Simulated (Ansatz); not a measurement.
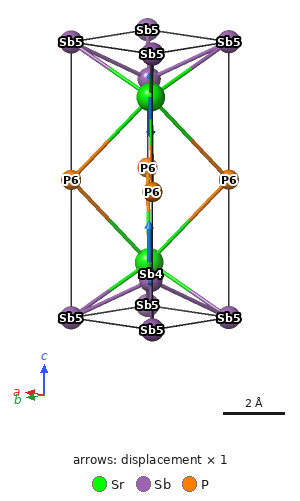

This is a relaxation of crystalline Sr2Sb3P (built on the Ca2H3Br-164 type type). The starting structure is drawn; blue arrows show the displacements (the part carried along by the change of the cell is left out), at their true length.

A ball-and-stick model of the cell of the calculation, seen from a free direction.

Method: DFT, PBEsol, plane waves, PAW in Ansatz 0.2.0. Settings: plane-wave cutoff 420 eV; k-point mesh 6 × 6 × 2; occupations fermi dirac; smearing width 0.03 eV; no spin polarisation; cell and atoms relaxed; force threshold 0.01 eV/Å; at most 120 steps.

Atoms of which element are displaced furthest, and by how much?

Strontium: up to 1.40 Å, against 0.21 Å for antimony.

What did the optimiser do to the structure, and how much energy did it gain?

The largest moves relative to the cell, 1.40 Å, are those of Sr atoms. By element the largest moves are Sr 1.40 Å, Sb 0.21 Å. P stays in place. Cell: a = b 5.205 → 4.865 Å (−6.5 %), c 9.139 → 8.794 Å (−3.8 %). Volume −15.9 %. Among the contacts that change: Sb–Sr 3.064 → 4.146 Å, P–Sr 4.157 → 3.121 Å, Sb–Sr 3.451 → 4.137 Å, Sb–Sr 3.023 → 3.407 Å. Bond angles that change, for instance: Sr–Sb–Sr 118.8° → 91.1°, Sb–Sr–Sb 118.8° → 91.1°, Sr–Sb–Sb 66.0° → 79.9°. The space group stays P-3m1 (No. 164). The energy falls by 4.441 eV per cell of the calculation in 12 accepted moves (15 points after the start). Largest force component: 2.1 eV/Å at the start, 0.00078 eV/Å at the end. The pressure goes from 2.55 to −0.01 GPa. The line search rejected the trial steps at points 11, 13 of the run. At 1 point the geometry stayed and the basis and grid were re-selected for the new cell (energy shift of 3.6 meV per cell of the calculation at most each time). The run took 38 s on 2 threads of AMD EPYC 7R13 Processor (Zen 3), with other jobs on the host, peak memory 0.77 GiB.
